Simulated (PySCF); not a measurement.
# TiHF: relaxation and vibrations of the triplet

Where does triplet TiHF go from a linear start, is the end point a minimum, and what are its modes, charges and moments?

Method: PBE0, basis Ti def2-TZVP, H def2-TZVP, F def2-TZVP, no relativity, density fitting; program: PySCF 2.14.0.

## 1. Starting geometry

3 atoms, charge 0, spin multiplicity 3.

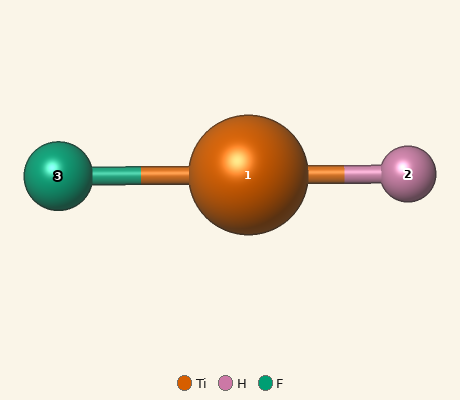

Start geometry, drawn with titanium orange, hydrogen pink, fluorine teal; atoms are numbered from 1 in the order of the file.

```xyz
3
charge 0 multiplicity 3
Ti    0.0000    0.0000    0.0000
H     0.0000    0.0000   -1.6800
F     0.0000    0.0000    2.0000
```

## 2. Finding the electronic state

The steps below are one call of a driver around PySCF. For each, scf.py gives the equivalent set-up of the SCF; relaxations use the driver's own optimiser. After this first run the driver tries any further starts and a stability analysis.

scf.py

```python
from pyscf import gto, scf, dft
mol = gto.M(atom='''
Ti     0.000000     0.000000     0.000000
H      0.000000     0.000000    -1.680000
F      0.000000     0.000000     2.000000''',
    basis={'Ti': 'def2-TZVP', 'H': 'def2-TZVP', 'F': 'def2-TZVP'},
    charge=0, spin=2)
mf = dft.UKS(mol, xc='PBE0')
mf.grids.atom_grid = (50, 194)
aux = {'Ti': 'def2-universal-JKFIT', 'H': 'def2-universal-JKFIT', 'F': 'def2-universal-JKFIT'}
mf = mf.density_fit(auxbasis=aux)
mf.conv_tol = 1e-08
mf.diis_space = 10
mf.max_cycle = 60
mf.init_guess = 'minao'
mf.verbose = 4
mf.kernel()
```

On the command line:

```sh
> OMP_NUM_THREADS=2 python axn.py task.json out
```

The log of the run (excerpt; [...] marks lines left out):

```text
[... the frontier levels of the middle cycles are left out ...]
init E= -949.210287655084
[... the frontier-level lines of each cycle are left out ...]
cycle= 1 E= -949.441309025697  delta_E= -0.231  |g|= 0.571  |ddm|= 1.22
cycle= 2 E= -935.483148930378  delta_E=   14  |g|=    5  |ddm|= 1.95
cycle= 3 E= -949.536940447559  delta_E= -14.1  |g|= 0.405  |ddm|=  1.8
cycle= 4 E= -949.584659142871  delta_E= -0.0477  |g|= 0.0944  |ddm|= 0.225
cycle= 5 E= -949.590350337757  delta_E= -0.00569  |g|= 0.0671  |ddm|= 0.125
cycle= 6 E= -949.597123826964  delta_E= -0.00677  |g|= 0.0409  |ddm|= 0.143
cycle= 7 E= -949.602072425368  delta_E= -0.00495  |g|= 0.0384  |ddm|= 0.128
cycle= 8 E= -949.608160343975  delta_E= -0.00609  |g|= 0.0332  |ddm|= 0.193
cycle= 9 E= -949.610763047704  delta_E= -0.0026  |g|= 0.0208  |ddm|= 0.111
cycle= 10 E= -949.613184322062  delta_E= -0.00242  |g|= 0.00787  |ddm|= 0.235
cycle= 11 E= -949.613191272391  delta_E= -6.95e-06  |g|= 0.00348  |ddm|= 0.0108
cycle= 12 E= -949.613218214125  delta_E= -2.69e-05  |g|= 0.00142  |ddm|= 0.0183
cycle= 13 E= -949.613221441663  delta_E= -3.23e-06  |g|= 0.000116  |ddm|= 0.00745
cycle= 14 E= -949.613221481908  delta_E= -4.02e-08  |g|= 9.24e-05  |ddm|= 0.000573
[... 14 cycles left out ...]
cycle= 29 E= -949.613224782656  delta_E= -1.5e-06  |g|= 0.000166  |ddm|= 0.0219
cycle= 30 E= -949.613215631239  delta_E= 9.15e-06  |g|= 0.0042  |ddm|= 0.153
cycle= 31 E= -949.613214987176  delta_E= 6.44e-07  |g|= 0.0043  |ddm|= 0.000464
cycle= 32 E= -949.613204226834  delta_E= 1.08e-05  |g|= 0.00564  |ddm|= 0.0288
cycle= 33 E= -949.613210430476  delta_E= -6.2e-06  |g|= 0.0049  |ddm|= 0.0126
cycle= 34 E= -949.613222561966  delta_E= -1.21e-05  |g|= 0.00295  |ddm|= 0.0389
cycle= 35 E= -949.613225633368  delta_E= -3.07e-06  |g|= 0.000435  |ddm|= 0.115
cycle= 36 E= -949.613228287395  delta_E= -2.65e-06  |g|= 0.000812  |ddm|= 0.0711
cycle= 37 E= -949.613228302498  delta_E= -1.51e-08  |g|= 0.00108  |ddm|= 0.0261
cycle= 38 E= -949.613228509255  delta_E= -2.07e-07  |g|= 0.000949  |ddm|= 0.000982
cycle= 39 E= -949.613229042307  delta_E= -5.33e-07  |g|= 0.000424  |ddm|= 0.00198
cycle= 40 E= -949.613229190511  delta_E= -1.48e-07  |g|= 0.000247  |ddm|= 0.0115
cycle= 41 E= -949.613229228  delta_E= -3.75e-08  |g|= 0.000117  |ddm|= 0.00379
cycle= 42 E= -949.613229237808  delta_E= -9.81e-09  |g|= 7.5e-06  |ddm|= 0.000406
Extra cycle  E= -949.613229237873  delta_E= -6.53e-11  |g|= 7.58e-06  |ddm|= 1.53e-05
converged SCF energy = -949.613229237873  <S^2> = 2.0044954  2S+1 = 3.0029954
```

This step, with its further starts and checks, took 13 s on 2 threads of Arm Neoverse V2, shared host.

Energies from each starting density:

| start | energy (Eh) |
| --- | --- |
| the minimal-basis guess | -949.613229 |
| a thermally smeared density | -949.611700 |
| a smeared PBE density | -949.611700 |

The first run landed in a state that is too high. Following the other starts and the instabilities gains 26.0 kJ/mol (-949.62312 Eh), and the work goes on from there.

## 3. Linear start, triplet: relaxation

The program finds C∞v symmetry in the start, which this walk keeps. Threshold on the gradient: 0.0003 Eh/bohr, with a further test on the energy change.

scf.py: that of step 2 with these lines changed.

```diff
@@ -3,3 +3,3 @@
-Ti     0.000000     0.000000     0.000000
-H      0.000000     0.000000    -1.680000
-F      0.000000     0.000000     2.000000''',
+Ti     0.000000    -0.000000    -0.534237
+H      0.000000    -0.000000    -2.214237
+F      0.000000     0.000000     1.465763''',
@@ -15 +14,0 @@
-mf.init_guess = 'minao'
```

The optimiser's trace:

| step | energy (Eh) | change (kJ/mol) | largest symmetric gradient (Eh/bohr) |
| --- | --- | --- | --- |
| 0 | -949.623123 | 0.00 | 0.07232 |
| 1 | -949.632264 | -24.00 | 0.03945 |
| 2 | -949.634282 | -29.30 | 0.01978 |
| 3 | -949.635028 | -31.26 | 0.00535 |
| 4 | -949.635127 | -31.52 | 0.00277 |
| 5 | -949.635166 | -31.62 | 0.00013 |
| 6 | -949.635166 | -31.62 | 0.00000 |

The walk took 7.1 s.

Geometry (Å) and forces (eV/Å) at some steps:

```
step 0
Ti   0.000   0.000  -0.534   0.000   0.000   3.719
H    0.000   0.000  -2.214   0.000   0.000  -1.300
F    0.000   0.000   1.466   0.000   0.000  -2.419
step 1
Ti   0.000   0.000  -0.483   0.000   0.000   2.029
H    0.000   0.000  -2.208   0.000   0.000  -0.840
F    0.000   0.000   1.409   0.000   0.000  -1.189
step 3
Ti   0.000   0.000  -0.441   0.000   0.000   0.275
H    0.000   0.000  -2.225   0.000   0.000  -0.267
F    0.000   0.000   1.383   0.000   0.000  -0.008
step 6
Ti   0.000   0.000  -0.431   0.000   0.000   0.000
H    0.000   0.000  -2.243   0.000   0.000   0.000
F    0.000   0.000   1.391   0.000   0.000   0.000
```

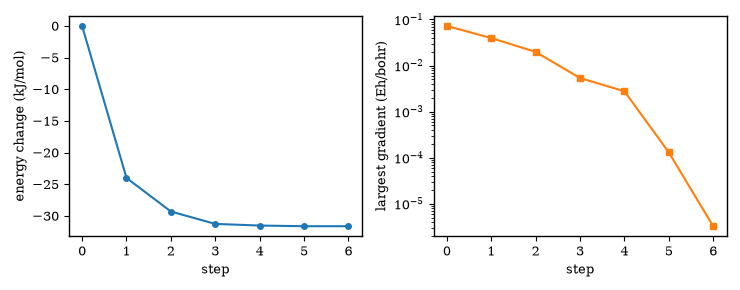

Energy and largest gradient along the walk.

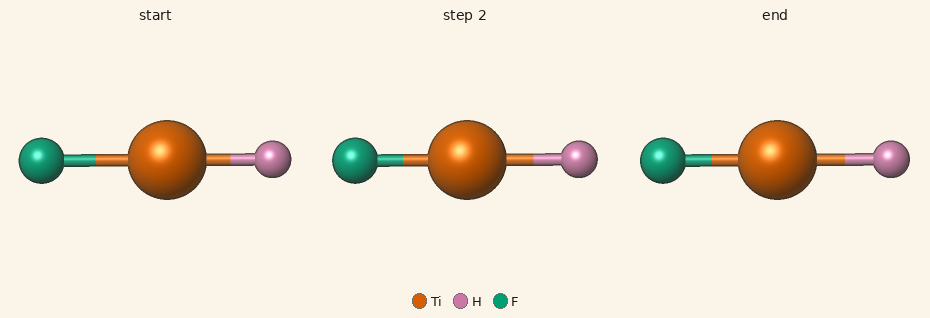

Start and end of the relaxation, with a step between.

End point (C∞v, 6 steps, 31.6 kJ/mol gained): Ti–F 1.822 Å, Ti–H 1.812 Å; F–Ti–H 180.0°.

## 4. Vibrations and properties at this point

The point is checked on the finer grid, and tightened if its gradient asks for it. The Hessian and the dipole derivatives come from central differences of analytic gradients, with steps of 0.02 bohr.

scf.py: that of step 3 with these lines changed.

```diff
@@ -3,3 +3,3 @@
-Ti     0.000000    -0.000000    -0.534237
-H      0.000000    -0.000000    -2.214237
-F      0.000000     0.000000     1.465763''',
+Ti     0.000000    -0.000000    -0.482844
+H      0.000000    -0.000000    -2.295112
+F     -0.000000     0.000000     1.340238''',
@@ -9 +9 @@
-mf.grids.atom_grid = (50, 194)
+mf.grids.atom_grid = (75, 302)
@@ -12 +12 @@
-mf.conv_tol = 1e-08
+mf.conv_tol = 1e-10
```

The driver hands on the density of the step before, so the log starts near convergence.

SCF at the final geometry:

```text
init E= -949.635211069077
[... the frontier-level lines of each cycle are left out ...]
cycle= 1 E= -949.635211069087  delta_E= -1.06e-11  |g|= 1.81e-06  |ddm|= 6.1e-06
Extra cycle  E= -949.635211069096  delta_E= -8.53e-12  |g|= 3.09e-06  |ddm|= 6.06e-06
converged SCF energy = -949.635211069096  <S^2> = 2.0074647  2S+1 = 3.0049723
```

The whole step took 24 s.

Geometry: C∞v; Ti–F 1.823 Å, Ti–H 1.812 Å; F–Ti–H 180.0°.

Modes, for the most abundant isotopes:

| ω (cm⁻¹) | IR (km/mol) | μ (u) | type |
| --- | --- | --- | --- |
| 380i | 184 | 1.14 | bend |
| 380i | 184 | 1.14 | bend |
| 660 | 151 | 21.52 | stretch |
| 1571 | 290 | 1.03 | stretch |

2 modes are imaginary, the largest at 380i cm⁻¹: a saddle point, not a minimum.

Here the density breaks the symmetry of the frame, and no labels are given; pairs that should be degenerate can split.

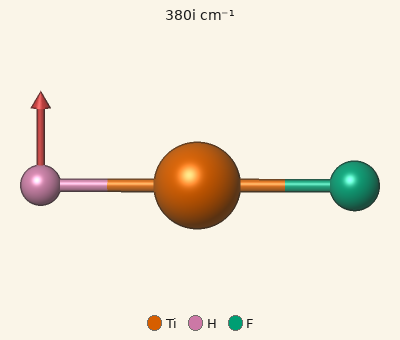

The imaginary mode, as arrows.

Constants and moments:

| Item | Value |
| --- | --- |
| Dipole moment | 0.04 D |
| Highest occupied level | -6.08 eV |
| Lowest empty level | -2.87 eV |
| Rotational constants | 0.3331 cm⁻¹ |
| Zero-point energy (real modes) | 13.3 kJ/mol |
| Principal polarisabilities | 37.5, 42.8, 42.8 bohr³ |
| Atomisation energy without zero-point energy | 826 kJ/mol |
| Principal traceless quadrupole moments about the centre of mass | -13.52, 6.76, 6.76 D Å |
| Spin squared ⟨S²⟩ | 2.007 |

Charges (e) and bond orders:

```tsv
atom	Mulliken	Löwdin	polar tensor	spin (Mulliken)	Mayer order to Ti1
Ti1	0.78	0.54	1.19	2.07	–
H2	-0.24	-0.25	-0.45	-0.06	0.93
F3	-0.54	-0.30	-0.74	-0.01	0.85
```

Mulliken populations on Ti1: s 6.76, p 12.29, d 2.15, f 0.02.

## 5. Downhill along the imaginary mode

The atoms are moved a little along the softest imaginary mode and relaxed again.

The program finds Cs symmetry in the start, which this walk keeps.

scf.py: that of step 4 with these lines changed.

```diff
@@ -3,3 +3,3 @@
-Ti     0.000000    -0.000000    -0.482844
-H      0.000000    -0.000000    -2.295112
-F     -0.000000     0.000000     1.340238''',
+Ti    -0.005029    -0.000054    -0.482814
+H      0.119993     0.001277    -2.295081
+F      0.006328     0.000067     1.340268''',
@@ -9 +9 @@
-mf.grids.atom_grid = (75, 302)
+mf.grids.atom_grid = (50, 194)
@@ -12 +12 @@
-mf.conv_tol = 1e-10
+mf.conv_tol = 1e-08
```

The optimiser's trace:

| step | energy (Eh) | change (kJ/mol) | largest symmetric gradient (Eh/bohr) |
| --- | --- | --- | --- |
| 0 | -949.635322 | 0.00 | 0.00238 |
| 1 | -949.635421 | -0.26 | 0.00306 |
| 2 | -949.635577 | -0.67 | 0.00387 |
| 3 | -949.635823 | -1.32 | 0.00481 |
| 4 | -949.636198 | -2.30 | 0.00579 |
| 5 | -949.636742 | -3.73 | 0.00666 |
| 6 | -949.637469 | -5.64 | 0.00720 |
| 7 | -949.638342 | -7.93 | 0.00721 |
| 8 | -949.639290 | -10.42 | 0.00682 |
| 9 | -949.640247 | -12.93 | 0.00738 |
| 10 | -949.642679 | -19.32 | 0.02222 |
| 11 | -949.644576 | -24.30 | 0.00773 |
| 12 | -949.645232 | -26.02 | 0.00601 |
| 13 | -949.645695 | -27.24 | 0.00271 |
| 14 | -949.645727 | -27.32 | 0.00136 |
| 15 | -949.645731 | -27.33 | 0.00031 |
| 16 | -949.645731 | -27.33 | 0.00003 |

The walk took 28 s.

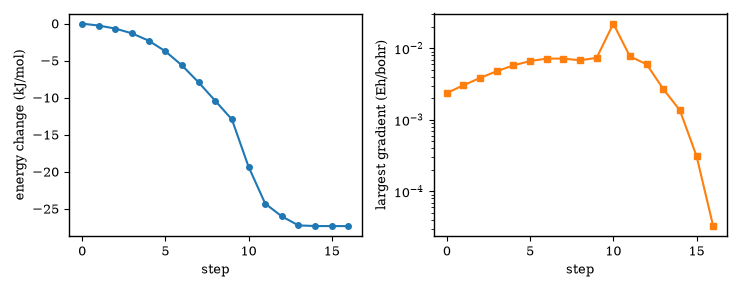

Energy and largest gradient along the walk.

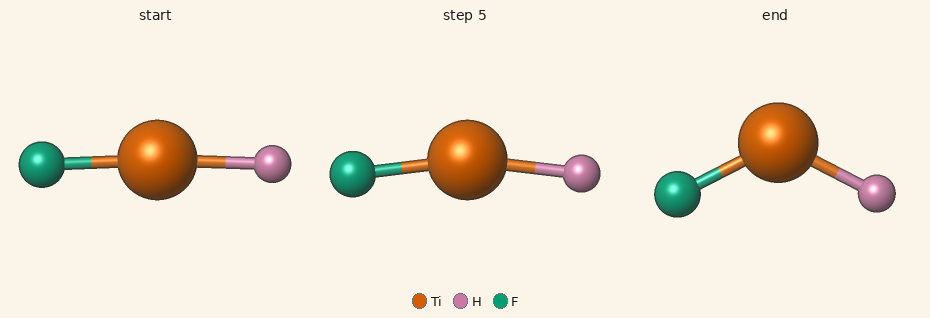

Start and end of the relaxation, with a step between.

End point (Cs, 16 steps, 27.3 kJ/mol gained): Ti–F 1.786 Å, Ti–H 1.752 Å; F–Ti–H 125.5°.

## 6. Is it a minimum? Harmonic modes

As before: finer grid, then central differences.

scf.py: that of step 5 with these lines changed.

```diff
@@ -3,3 +3,3 @@
-Ti    -0.005029    -0.000054    -0.482814
-H      0.119993     0.001277    -2.295081
-F      0.006328     0.000067     1.340268''',
+Ti    -0.233539    -0.002486    -0.429008
+H      0.633697     0.006745    -1.951139
+F      0.540068     0.005749     1.179628''',
@@ -9 +9 @@
-mf.grids.atom_grid = (50, 194)
+mf.grids.atom_grid = (75, 302)
@@ -12 +12 @@
-mf.conv_tol = 1e-08
+mf.conv_tol = 1e-10
```

Log of the central SCF (cycles and frontier levels):

```text
init E= -949.645744085268
[... the frontier-level lines of each cycle are left out ...]
cycle= 1 E= -949.645744085281  delta_E= -1.34e-11  |g|= 2.48e-06  |ddm|= 7.02e-06
Extra cycle  E= -949.645744085292  delta_E= -1.07e-11  |g|= 3.2e-06  |ddm|= 6.44e-06
converged SCF energy = -949.645744085292  <S^2> = 2.0111886  2S+1 = 3.0074498
```

The whole step took 38 s on 2 threads of Arm Neoverse V2, shared host.

Geometry: Cs; Ti–F 1.785 Å, Ti–H 1.752 Å; F–Ti–H 124.6°.

Harmonic modes (main isotopes):

```
symmetry  ω (cm⁻¹)  IR (km/mol)     type
      a'       386          110     bend
      a'       702          198    mixed
      a'      1623          368  stretch
```

No imaginary mode, so this is a minimum.

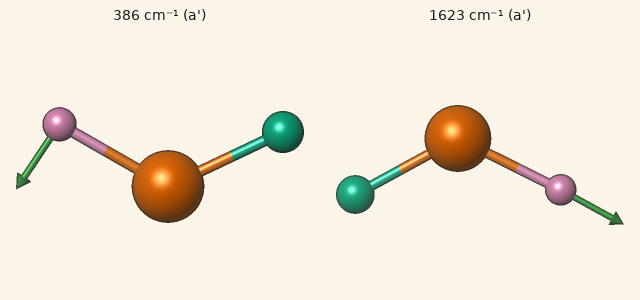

Displacements of 2 of the modes, as arrows (one member where a mode is degenerate).

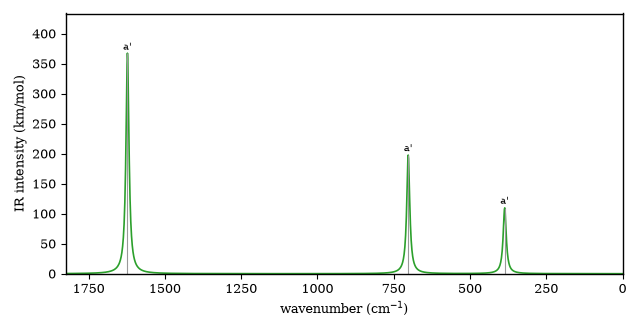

The harmonic infrared spectrum (widths in cm⁻¹). Lines are broadened to a width of 12 cm⁻¹ (Lorentzian).

Properties at this point:

- Dipole moment: 3.16 D
- Highest occupied level: -5.61 eV
- Lowest empty level: -2.12 eV
- Rotational constants: 8.616, 0.3689, 0.3537 cm⁻¹
- Zero-point energy: 16.2 kJ/mol
- Principal polarisabilities: 41.3, 49.8, 52.8 bohr³
- Atomisation energy without zero-point energy: 854 kJ/mol
- Principal traceless quadrupole moments about the centre of mass: -7.69, 3.54, 4.15 D Å
- Entropy at 298.15 K and 1 bar (electronic part: spin only): 259.4 J/(mol K)
- Heat capacity Cp at 298.15 K: 43.2 J/(mol K)
- Enthalpy at 298.15 K above 0 K: 11.07 kJ/mol
- Rotational symmetry number: 1
- Spin squared ⟨S²⟩: 2.011

Charges (e) and bond orders:

| atom | Mulliken | Löwdin | polar tensor | spin (Mulliken) | Mayer order to Ti1 |
| --- | --- | --- | --- | --- | --- |
| Ti1 | 0.73 | 0.45 | 1.18 | 2.11 | – |
| H2 | -0.21 | -0.19 | -0.45 | -0.09 | 0.93 |
| F3 | -0.52 | -0.26 | -0.73 | -0.02 | 0.89 |

Outer orbital energies (eV). α occupied: -41.75, -31.10, -11.91, -11.37, -11.33, -7.95, -6.52, -5.61; empty: -2.12, -1.65, -1.50, -0.67. β occupied: -40.81, -39.83, -39.62, -31.10, -11.85, -11.33, -11.33, -7.85; empty: -1.70, -1.18, -0.89, -0.76.

Mulliken populations on Ti1: s 6.70, p 12.25, d 2.31, f 0.02.

## 7. The points found, side by side

| spin | group | bonds | imaginary modes (cm⁻¹) | ΔE (kJ/mol) | with zero-point energy |
| --- | --- | --- | --- | --- | --- |
| triplet | Cs | Ti–F 1.785 Å, Ti–H 1.752 Å | none | 0.0 | 0.0 |
| triplet | C∞v (density of lower symmetry) | Ti–F 1.823 Å, Ti–H 1.812 Å | 380i, 380i | 27.7 | – |

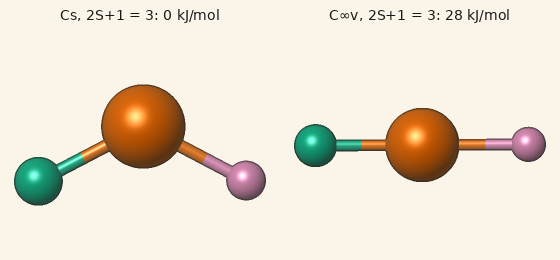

The points, lowest first (titanium orange, hydrogen pink, fluorine teal).

## 8. Summary of results

| quantity | value |
| --- | --- |
| minimum | triplet, Cs |
| geometry | Ti–F 1.785 Å, Ti–H 1.752 Å; F–Ti–H 124.6° |
| wavenumbers (cm⁻¹) | 386 (a'), 702 (a'), 1623 (a') |
| dipole moment | 3.16 D |
| highest occupied, lowest empty level (either spin) | -5.61, -2.12 eV |
| polar-tensor charge of Ti1 | +1.18 e |
| zero-point energy | 16.2 kJ/mol |
| entropy at 298.15 K | 259.4 J/(mol K) |
| atomisation energy (no zero-point energy) | 854 kJ/mol |
| ⟨S²⟩ | 2.011 |

From C∞v at the start the molecule goes to a Cs minimum, after a stop at a second-order saddle point 27.7 kJ/mol higher, from which it was pushed off along an imaginary mode. The strongest infrared band lies at 1623 cm⁻¹ (a', stretch). Most of the spin sits on Ti1 (Mulliken spin 2.11, against 2 for the whole molecule). The first SCF alone would have been 26 kJ/mol too high. Other starts or spin states, not run here, may lie lower. One determinant may miss the lowest occupation of an open d or f shell.

The search up to here took 1.8 min.
